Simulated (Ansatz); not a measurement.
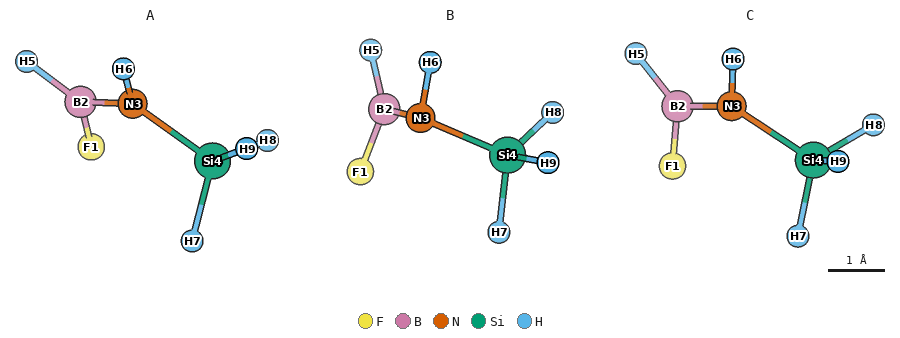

3 geometries from one relaxation of BSiNH5F (coarse preliminary run), in shuffled order. Style: ball-and-stick. Shown from a free direction.

The start comes from a force field.

Theory: Ansatz, RKS PBE-D4/def2-SVP. (force threshold 0.03 eV/Å; at most 200 steps)

Order the frames from highest to lowest energy.

B, C, A. They are steps 0, 4, 21, at +21.1 kcal/mol, +1.26 kcal/mol relative to the last. H5 moves most after the best rigid fit: 0.94 Å. Largest moves by element: H 0.94 Å, F 0.80 Å, N 0.48 Å, B 0.15 Å, Si 0.14 Å. Some distances before and after: B2–N3 1.527 → 1.413 Å, F1–B2 1.413 → 1.349 Å, Si4–H8 1.445 → 1.503 Å, N3–H6 1.078 → 1.024 Å. Bond angles that change, for instance: B2–N3–Si4 107.2° → 125.8°, Si4–N3–H6 105.3° → 117.5°, B2–N3–H6 105.4° → 116.7°. Over 19 accepted moves (21 points after the start) the energy falls by 21.1 kcal/mol. The largest force component goes from 3.2 to 0.029 eV/Å. The line search rejected the trial steps at points 14, 16 of the run. The forces were under the threshold at step 7, but the run went on from there. Cost: 17 s on 2 threads of Intel Xeon 6975P-C, with other jobs on the host.
